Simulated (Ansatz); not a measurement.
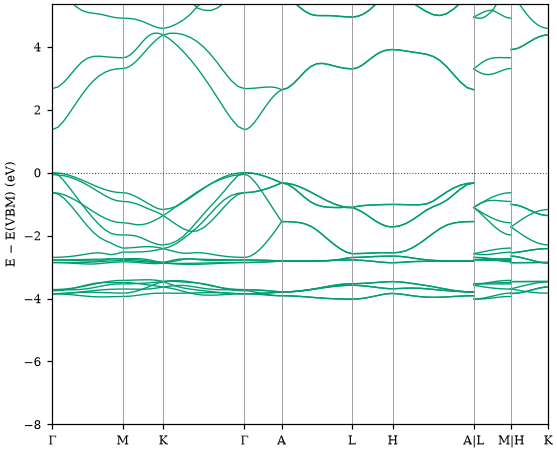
Figure: Band structure from the program Ansatz at the PBE level (PAW)

Problem. Read off the gap and where the band edges lie.

Solution. About 1.4 eV (1.37 eV by a search for the band edges); maximum at Γ, minimum at Γ.

Problem. Pick the material that matches.
(A) KCdCO3F, P-6m2 (Pearson symbol hP7)
(B) ZnO, wurtzite
(C) CdSe, wurtzite
(D) AgI, wurtzite

Solution. D, AgI, wurtzite

Space group P6_3mc (wurtzite). The PBE relaxation kept the symmetry of its start. No spin polarisation was allowed. Spin–orbit coupling is left out wherever it is not named.

Potentials: the later of the program's two PAW sets.
